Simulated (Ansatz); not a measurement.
## Single-point calculation of C$_{3}$H$_{6}$O

System: C$_{3}$H$_{6}$O, SMILES C1COC1.
Method: RKS PBE0-D4/def2-TZVPP (Ansatz 0.2.0).

The geometry comes from this level: PBE0-D4/def2-TZVP.

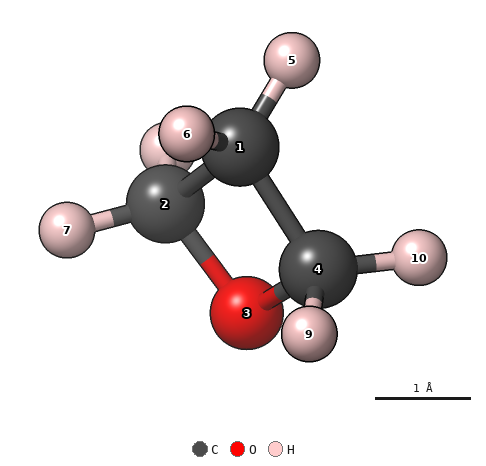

*The input geometry (ball-and-stick view, seen at a tilt; atoms are numbered from 1 in the order of the input).*

Bond lengths as drawn: C–C 1.53 Å, C–H 1.09 to 1.10 Å and C–O 1.43 Å.

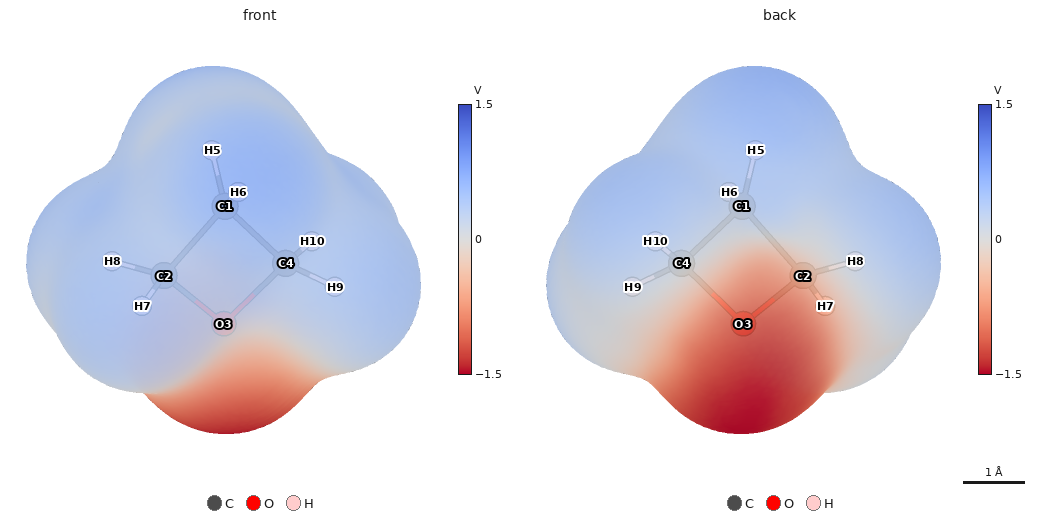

*The molecular electrostatic potential painted on the density surface at 0.001 e/bohr³, seen at a tilt and from behind; the colour scale runs from red (negative) to blue (positive).*

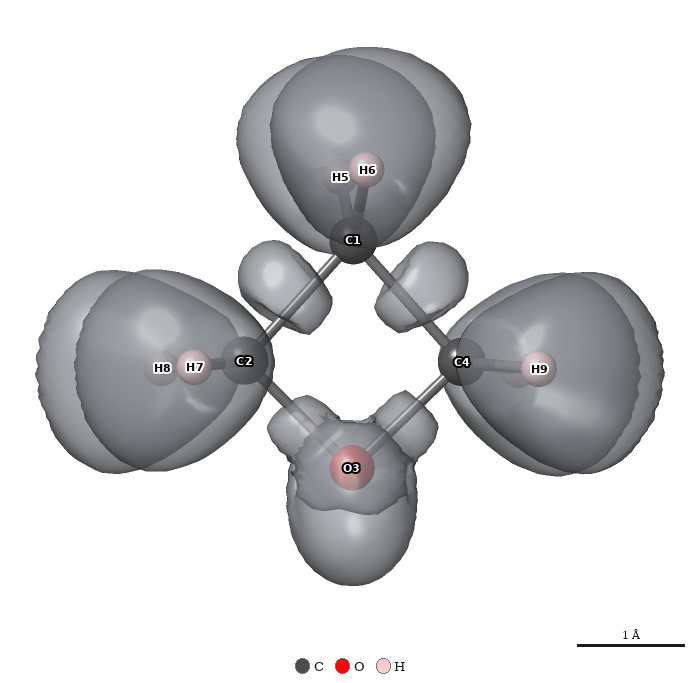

*Isosurface of the ELF at 0.75 (grey), seen face on. Core shells and regions of very low density are left out.*

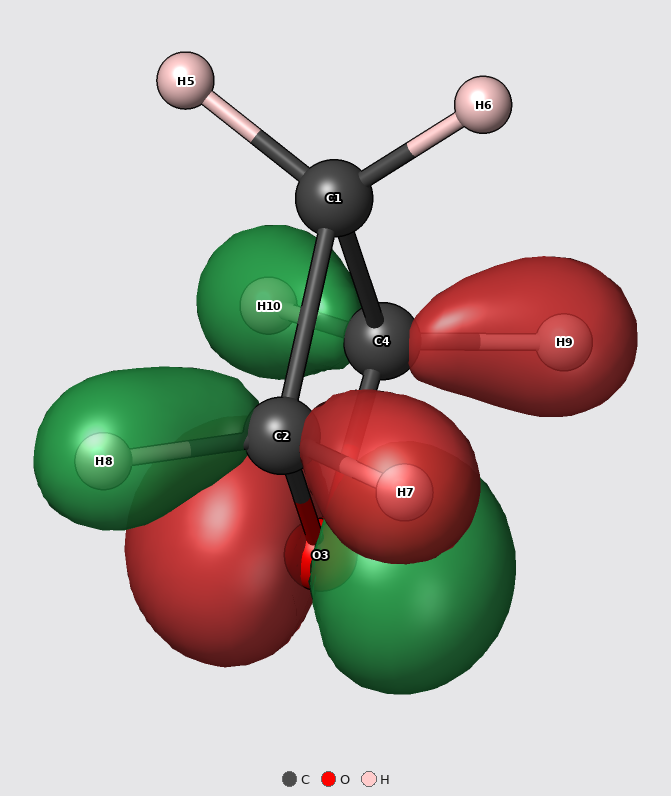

*One frontier orbital at ±0.2 Å⁻³ᐟ² (green and red are the two phases), seen at an oblique angle.*

The HOMO, at −7.14 eV.

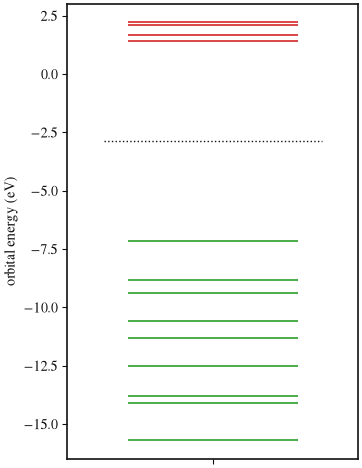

*Orbital energies near the frontier; the dotted line parts filled from empty levels, and levels within 0.02 eV of each other stand side by side.*

Highest filled −7.14 eV, lowest empty 1.39 eV, 8.53 eV apart.

The input and output of the run follow.

## Input file
```yaml
crystal:
  periodic: [false, false, false]
  atoms:
    - {symbol: C, position_ang: [-0.590745, 0.512457, -0.078955]}
    - {symbol: C, position_ang: [-0.411137, -1.001883, 0.062371]}
    - {symbol: O, position_ang: [1.017643, -0.879386, 0.075854]}
    - {symbol: C, position_ang: [0.938109, 0.550601, 0.002336]}
    - {symbol: H, position_ang: [-1.008667, 0.838875, -1.030247]}
    - {symbol: H, position_ang: [-1.120554, 1.004403, 0.735367]}
    - {symbol: H, position_ang: [-0.789260, -1.435464, 0.994360]}
    - {symbol: H, position_ang: [-0.759417, -1.608583, -0.779373]}
    - {symbol: H, position_ang: [1.349756, 1.025760, 0.899190]}
    - {symbol: H, position_ang: [1.457372, 0.942120, -0.878001]}
basis:
  gaussian: {orbitals: def2-TZVPP}
hamiltonian: {xc: pbe0, dispersion: d4}
output: {orbitals: {seedname: orbitals}}
```

Run as:
```bash
ansatz run in.yaml --threads 2 --pin off --events-out ev --progress --plain --max-ram 4352MiB
```

## The program's output
```
Functional definition: PBE0
  name "PBE0"
  cite "Adamo & Barone, J. Chem. Phys. 110, 6158 (1999) doi:10.1063/1.478522"
  cite "Perdew, Burke & Ernzerhof, Phys. Rev. Lett. 77, 3865 (1996) doi:10.1103/PhysRevLett.77.3865"
  parent pbe
  parameter a = 0.25
  parameter kappa = 0.804
  parameter beta = 0.06672455060314922
  exchange = (1 - a)*pbe_x(kappa = kappa, mu = beta*pi^2/3) + a*exact_x
  correlation = pbe_c(beta = beta)
1045 factors; their error is unknown
mean field evaluation 1: about -5244.7226 eV, gradient 5.2e1 eV
mean field evaluation 2: about -5241.8510 eV, gradient 6.4e1 eV
mean field evaluation 4: about -5250.6422 eV, gradient 4.2e0 eV
mean field evaluation 8: about -5250.6559 eV, gradient 7.0e-2 eV
mean field -5250.65589000 eV, -192.9580449351 hartree, gradient 4.7e-5 eV, S^2 0.000000; 0 other end points of the search recorded, 0 dependent functions left out
reference -5250.65592065 eV, -192.9580460615 hartree; 16, 16 occupied and 192, 192 virtual orbitals, 1045 factors
Total energy: -5250.77713366 eV, -192.9625005576 hartree
```

## Results in brief

```tsv
quantity	value
outcome	converged
total energy	−5250.7771 eV
mean-field energy	−5250.6559 eV
dispersion energy	−0.1212 eV
SCF solution under orbital rotations	stable
HOMO	−7.14 eV
LUMO	1.39 eV
hardware	2 threads of Arm Neoverse V1, 23 GiB of memory available, shared host
wall time	2.8 s (CPU time 5.4 s)
peak memory	0.35 GiB
```
